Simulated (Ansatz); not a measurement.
AlF3H3N

The calculation's input:

```
crystal:
  periodic: [false, false, false]
  atoms:
    - { symbol: Al, position_ang: [-0.052905, 0.457663, -0.547618] }
    - { symbol: "N", position_ang: [-0.036107, 0.131527, 2.529419] }
    - { symbol: H, position_ang: [-0.81554, -0.173099, 3.102178] }
    - { symbol: H, position_ang: [0.824622, 0.034125, 3.056948] }
    - { symbol: F, position_ang: [1.440178, -0.059912, -1.043527] }
    - { symbol: F, position_ang: [-1.420945, -0.287302, -1.110087] }
    - { symbol: F, position_ang: [-0.191192, 1.904133, 0.295682] }
    - { symbol: H, position_ang: [-0.165111, 1.129365, 2.279206] }
basis:
  gaussian: { orbitals: def2-SVPD }
hamiltonian:
  xc: pbe0
relax:
  f_tol: 0.03
  max_steps: 50
output:
  orbitals: {}
```

Launched as:

```sh
ansatz run input.yaml --threads 4 --pin off --max-ram 5120MiB --backend cpu --events-out ev --progress --plain --runs-dir out
```

The fields are those of the run's last geometry, not of the input's.

All numbers below come from RKS PBE0/def2-SVPD (Ansatz 0.2.0).

What can the converged electron density and electron localisation function tell about the bonding?

Al–F (1.68 Å): ρ at the midpoint is about 0.76 e/Å³; the ELF peaks at about 0.85 in the valence shell of F, 0.6 Å from its nucleus, and is about 0.20 at the midpoint.
Al–N (2.00 Å): ρ is about 0.55 e/Å³ halfway; the ELF peaks at about 0.95 in the valence shell of N, 0.6 Å from its nucleus, and is about 0.80 at the midpoint.
N–H (1.02 Å): the density is about 2.8 e/Å³ at the midpoint; the ELF climbs to about 1 towards the hydrogen, as it does in any bond to H (an ordinary covalent bond to hydrogen).

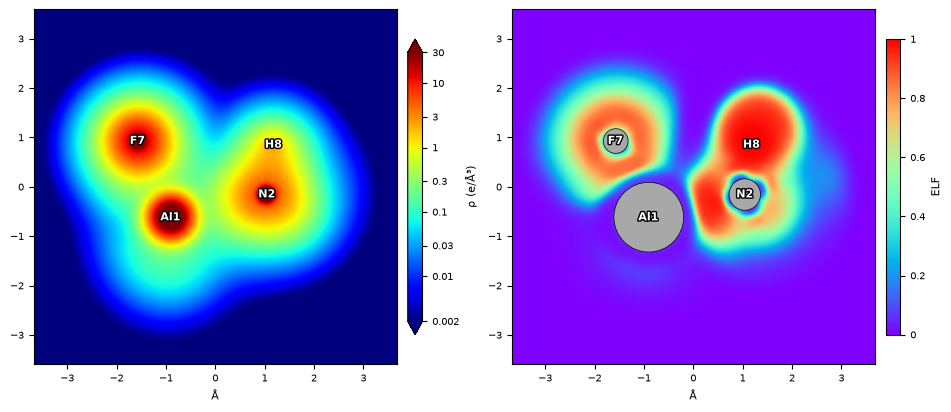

Computed electron density and electron localisation function on the plane of atoms N2, Al1 and F7, in this order. Grey discs cover the atomic cores in the ELF map. 
